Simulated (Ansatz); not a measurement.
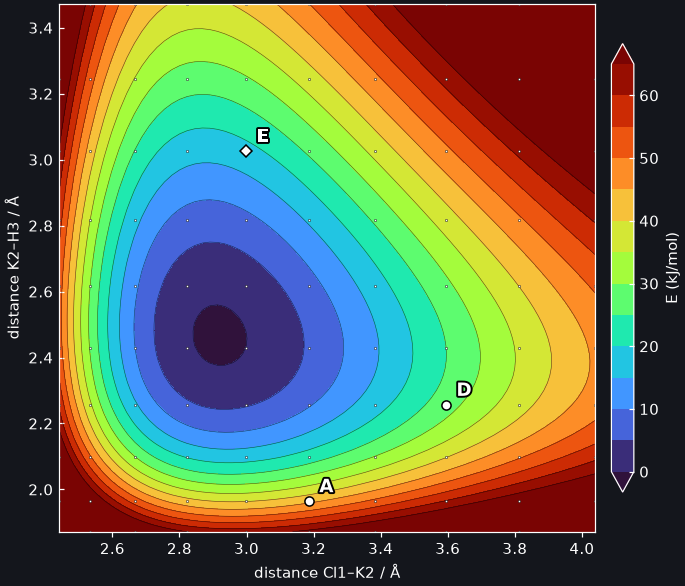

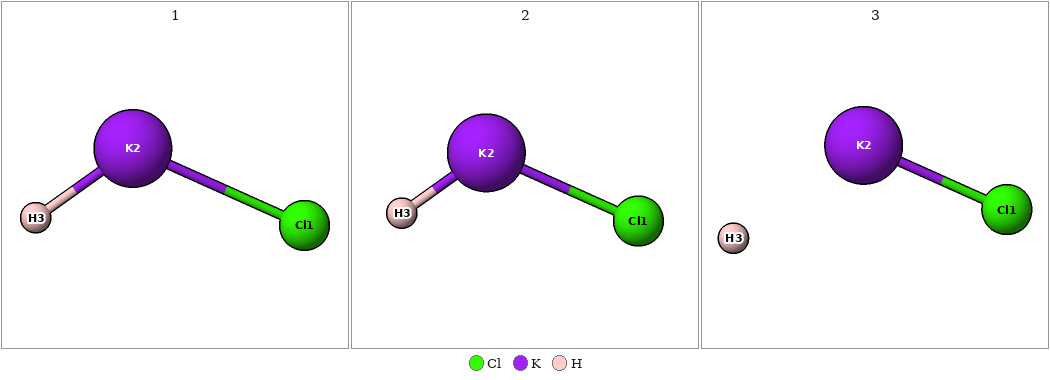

The system Cl⁻ + KH. Coordinates scanned: (1) distance Cl1–K2; (2) distance K2–H3. Nothing is relaxed (the angle Cl1–K2–H3 is fixed at 120 degrees). The scan uses a 10 × 10 grid. Points are written as (first, second). Energies: kJ/mol, counted from the lowest grid point. The restricted reference is unstable at some or all points, so the energies there are unreliable. These are results of Ansatz, RHF-CCSD(T), frozen core/def2-TZVPD, not measurements.

In the figure: filled contours, dots at the grid points, one colour for all values above the top of the scale, lettered points. Between grid points the surface is interpolated. The numbered pictures are the structures at these points, in random order.

> Which structure belongs to which point?

A is structure 2: (3.185 Å, 1.964 Å), 44 kJ/mol; D is structure 1: (3.594 Å, 2.256 Å), 28 kJ/mol; E is structure 3: (2.998 Å, 3.026 Å), 18 kJ/mol.
